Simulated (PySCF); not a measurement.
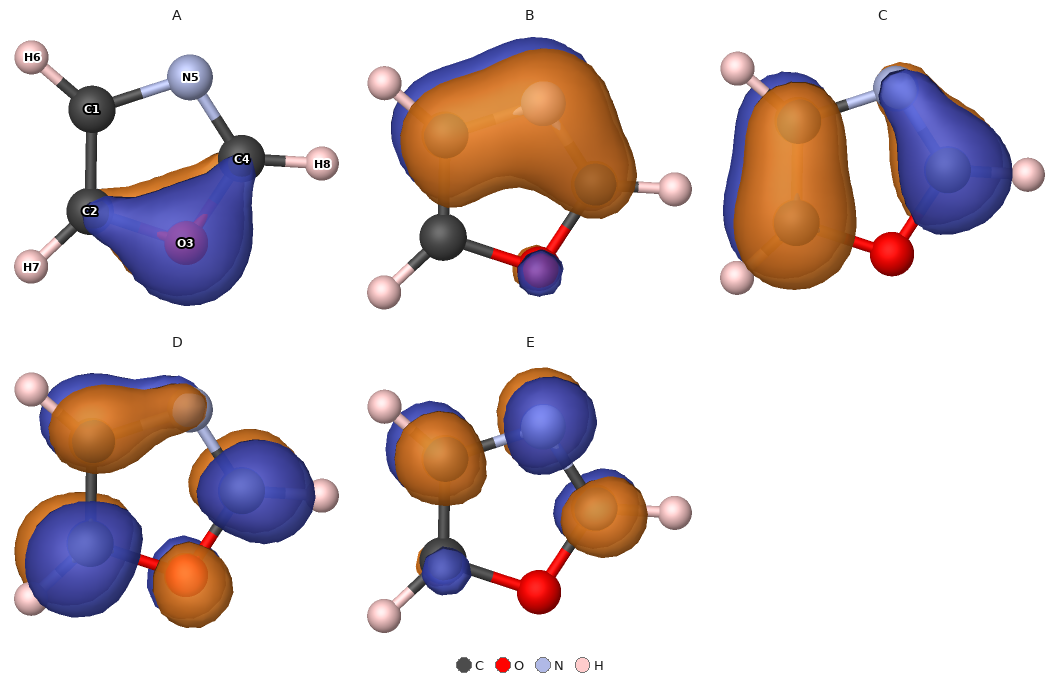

Figure 1: C₃H₃NO, SMILES `c1cocn1`. Natural orbitals of the π active space, CASSCF(6,5), triplet state at the geometry of the singlet, in order of falling occupation.

PySCF calculation, def2-SVP basis, gas phase; geometry: GFN2-xTB. No frequency check shows the geometry to be a minimum.

Input script:

```python
import numpy as np
from pyscf import gto, scf, dft, mcscf, mrpt
from pyscf.mcscf import avas

def solve(mol, dm0=None, hcore=None):
    mf = scf.ROHF(mol) if mol.spin else scf.RHF(mol)
    mf = mf.density_fit(auxbasis='def2-universal-jkfit')
    mf.conv_tol, mf.max_cycle = 1e-8, 80
    if hcore is not None:
        mf.get_hcore = lambda *args: hcore
    mf.kernel(dm0)
    if not mf.converged:
        mf = mf.newton().run(mf.mo_coeff, mf.mo_occ, max_cycle=30)
    assert mf.converged, 'SCF not converged'
    return mf

mol = gto.M(atom='''
C      0.94099    -0.66381     0.00000
C      0.88385     0.69399     0.00000
O     -0.41695     1.05348     0.00000
C     -1.08750    -0.10269     0.00000
N     -0.33448    -1.15069     0.00000
H      1.78802    -1.31690     0.00000
H      1.62346     1.46702     0.00000
H     -2.15861    -0.08815     0.00000
''', basis='def2-svp', charge=0, spin=0, verbose=4)
mf = solve(mol)
ncas, nel, orbs = avas.avas(mf, ['C 2pz', 'N 2pz', 'O 2pz'], threshold=0.5, openshell_option=3)
print('active space', nel, ncas)
assert 2 <= ncas <= 10, 'active space too large or empty'
mc = mcscf.CASSCF(mf, ncas, nel)
mc.natorb, mc.max_cycle_macro = True, 60
mc.fix_spin_(ss=mol.spin / 2 * (mol.spin / 2 + 1))
mc.kernel(orbs)
occ = mc.mo_occ[mc.ncore:mc.ncore + ncas]
print('natural occupations', occ.round(4))
e2 = mrpt.NEVPT(mc).kernel()
out = dict(c=mc.mo_coeff[:, mc.ncore:mc.ncore + ncas], occ=occ, e=mc.e_tot, e2=e2, ehf=mf.e_tot, ok=mc.converged, nel=nel, w0=abs(mc.ci).max() ** 2, dm=mc.make_rdm1())
# the other spin state at the same geometry
other = mol.copy().set(spin=2).build()
mo = scf.ROHF(other).density_fit(auxbasis='def2-universal-jkfit').run()
na = (nel + other.spin) // 2
m2 = mcscf.CASSCF(mo, ncas, (na, nel - na))
m2.natorb = True
m2.fix_spin_(ss=other.spin / 2 * (other.spin / 2 + 1))
m2.kernel(mc.mo_coeff)
e2o = mrpt.NEVPT(m2).kernel()
print('other state above this one / eV: CASSCF', (m2.e_tot - mc.e_tot) * 27.211386, 'NEVPT2', (m2.e_tot + e2o - mc.e_tot - e2) * 27.211386)
np.savez('result.npz', eo=m2.e_tot, e2o=e2o, oko=m2.converged, occo=m2.mo_occ[mc.ncore:mc.ncore + ncas], co=m2.mo_coeff[:, mc.ncore:mc.ncore + ncas], **out)
```

Run with:

```sh
OMP_NUM_THREADS=1 python input.py
```

The run took 18 s on 1 thread of Arm Neoverse V2, with other jobs on the host, peak memory 0.21 GiB.

### What are the natural occupation numbers?

A 2.00, B 1.87, C 1.05, D 0.95, E 0.13.

### Where does the lowest triplet lie relative to the singlet, at this geometry and within this active space?

4.79 eV above it by strongly contracted NEVPT2 (+4.31 eV by CASSCF); a small basis tends to put such gaps a few tenths of an eV too high. This is a vertical energy for π states alone; a state that uses lone pairs or σ orbitals may lie lower.
